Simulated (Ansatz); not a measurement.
Consider TaF₄.

```xyz
10
Lattice="5.6014 0.0000 0.0000 0.0000 10.7965 0.0000 0.0000 0.0000 2.8576" Properties=species:S:1:pos:R:3 pbc="T T T"
Ta    0.0000    0.0000    0.0000
Ta    2.8007    5.3982    0.0000
F     4.3464    4.3338    0.0000
F     1.5457    1.0644    0.0000
F     3.6721    6.6645    1.4288
F     4.7300    1.2663    1.4288
F     0.8714    9.5301    1.4288
F     1.9293    4.1319    1.4288
F     4.0557    9.7320    0.0000
F     1.2550    6.4626    0.0000
```

Space group Pbam; a structure from a database of computed crystals, not necessarily the ambient phase; a generated structure, not necessarily the stable one.

All numbers below come from Ansatz, DFT PBE, scalar-relativistic, plane waves, PAW.

Question: What can the converged valence pseudo-density and electron localisation function tell about the bonding?

Answer: Ta–F (1.88 Å): the density is about 1.1 e/Å³ at the midpoint; the ELF peaks at about 0.80 in the valence shell of F, 0.5 Å from its nucleus, and drops to about 0.20 between the two atoms: no localised pair shows between them.
Bader's partition of the density gives Ta +2.60 and F −0.65 e.

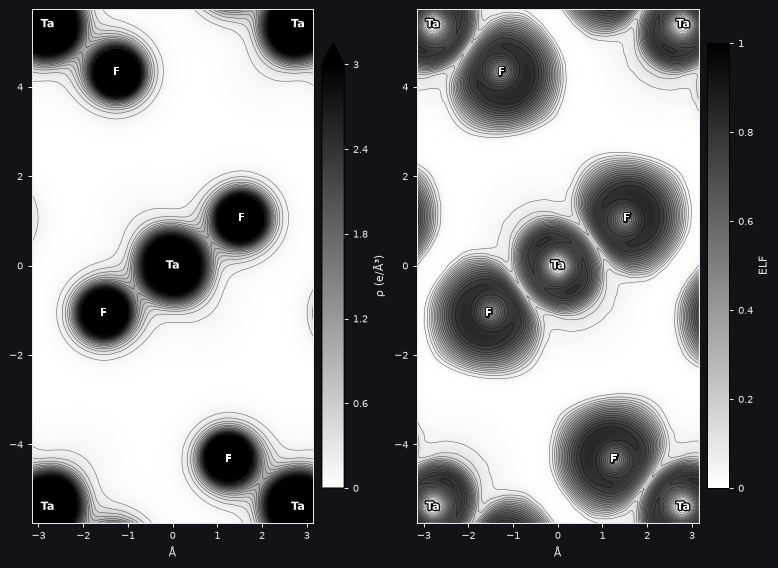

Computed valence pseudo-density and electron localisation function on the (001) plane of the conventional cell, in this order. 

The density is the valence pseudo-density of a PAW calculation; it isn't the true density close to the nuclei.
